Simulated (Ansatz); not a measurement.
**Run report: C2H6O, energy and gradient calculation**

C2H6O, computed with HF/STO-3G, RHF (Ansatz 0.2.0).

The geometry comes from this level: PBE0-D4/def2-TZVP. Figures and captions count atoms from 1; the log counts them from 0 in places.

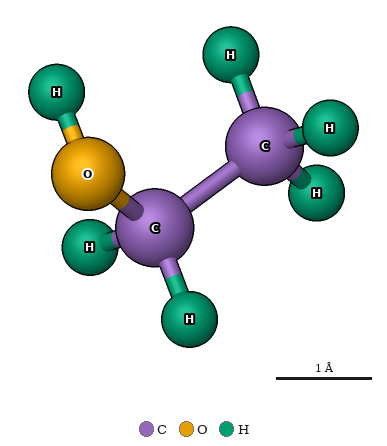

Fig. 1: The structure (ball-and-stick view, seen at a tilt). Bond lengths as drawn: C–C 1.51 Å, C–H 1.09 to 1.10 Å, C–O 1.41 Å and H–O 0.96 Å.

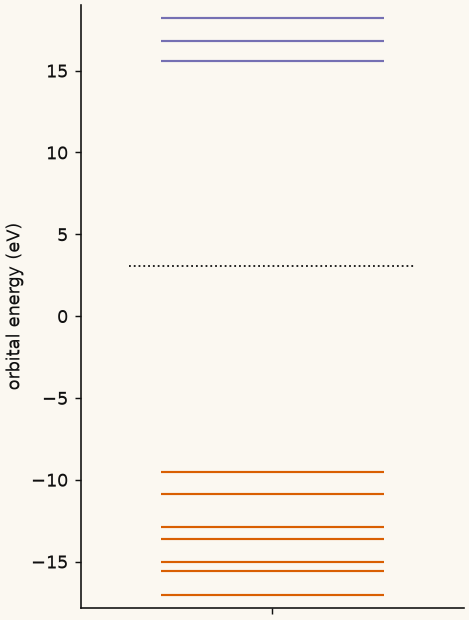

Fig. 2: Orbital energies near the frontier; the dotted line parts filled from empty levels, and levels within 0.02 eV of each other stand side by side. Highest filled −9.50 eV, lowest empty 15.59 eV, 25.09 eV apart.

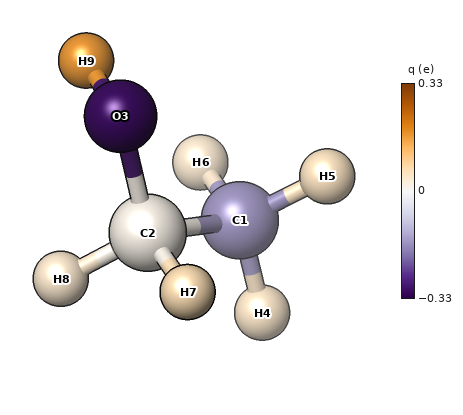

Fig. 3: Mulliken charges, as the colour of each atom (ball-and-stick view, seen at a tilt; atoms are numbered from 1 in the order of the input). By element: C −0.19 to +0.02, O −0.31 and H +0.05 to +0.18 e.

The input that produced these results follows, with the program's output.

Input:
```yaml
crystal:
  periodic: [false, false, false]
  atoms:
    - {symbol: C, position_ang: [-0.536400, 0.571600, -0.468400]}
    - {symbol: C, position_ang: [0.307400, -0.600000, -0.015300]}
    - {symbol: O, position_ang: [1.205500, -0.261400, 1.021600]}
    - {symbol: H, position_ang: [-1.182000, 0.285400, -1.302900]}
    - {symbol: H, position_ang: [0.097600, 1.400900, -0.789000]}
    - {symbol: H, position_ang: [-1.181600, 0.928100, 0.340800]}
    - {symbol: H, position_ang: [0.932300, -0.956600, -0.837500]}
    - {symbol: H, position_ang: [-0.337800, -1.437600, 0.285600]}
    - {symbol: H, position_ang: [0.695000, 0.069600, 1.765000]}
basis:
  gaussian:
    orbitals: STO-3G
hamiltonian:
  xc: hf
accuracy: high
output: {forces: true, orbitals: {seedname: orbitals}}
```

Launch command:
```bash
ansatz run in.yaml --threads 1 --pin off --max-ram 2610MiB --events-out events.jsonl --progress --plain --runs-dir runs
```

The program's output:
```
Functional definition: HF
  name "HF"
  exchange = exact_x
  correlation = 0
400 factors; integrals over basis functions are off by at most 3.1e-8 eV
mean field evaluation 1: about -4137.9548 eV, gradient 2.1e1 eV
mean field evaluation 2: about -4138.1388 eV, gradient 2.1e1 eV
mean field evaluation 4: about -4139.6619 eV, gradient 1.1e0 eV
mean field evaluation 8: about -4139.6659 eV, gradient 2.9e-6 eV
mean field -4139.66587151 eV, -152.1299148116 hartree, gradient 1.1e-8 eV, S^2 0.000000; 0 other end points of the search recorded, 0 dependent functions left out
the calculation of the forces begins
reference -4139.66587151 eV, -152.1299148116 hartree; 13, 13 occupied and 8, 8 virtual orbitals, 400 factors
Total energy: -4139.66587151 eV, -152.1299148116 hartree
Atom 0 at    -0.536400     0.571600    -0.468400 Å, force    -1.116462     1.219642    -0.571172 eV/Å
Atom 1 at     0.307400    -0.600000    -0.015300 Å, force     0.014352    -1.115759     0.232484 eV/Å
Atom 2 at     1.205500    -0.261400     1.021600 Å, force     2.352319    -0.483359    -0.753896 eV/Å
Atom 3 at    -1.182000     0.285400    -1.302900 Å, force     0.239883     0.080952     0.229412 eV/Å
Atom 4 at     0.097600     1.400900    -0.789000 Å, force    -0.171396    -0.219807     0.074010 eV/Å
Atom 5 at    -1.181600     0.928100     0.340800 Å, force     0.248023    -0.119737    -0.230995 eV/Å
Atom 6 at     0.932300    -0.956600    -0.837500 Å, force    -0.034258    -0.000728    -0.115278 eV/Å
Atom 7 at    -0.337800    -1.437600     0.285600 Å, force    -0.068963     0.058887    -0.096164 eV/Å
Atom 8 at     0.695000     0.069600     1.765000 Å, force    -1.463499     0.579908     1.231598 eV/Å
Dipole moment:    -0.311021     0.046506     0.011152 e Å
```

Results in brief:

```json
{"quantity": "outcome", "value": "converged"}
{"quantity": "total energy", "value": "−152.129915 hartree"}
{"quantity": "basis functions", "value": "21"}
{"quantity": "largest force", "value": "2.517 eV/Å"}
{"quantity": "SCF solution under orbital rotations", "value": "stable"}
{"quantity": "HOMO", "value": "−9.50 eV"}
{"quantity": "LUMO", "value": "15.59 eV"}
{"quantity": "dipole moment", "value": "1.51 D"}
{"quantity": "hardware", "value": "1 thread of Arm Neoverse V1, 24 GiB of memory available, shared host"}
{"quantity": "peak memory", "value": "0.08 GiB"}
```
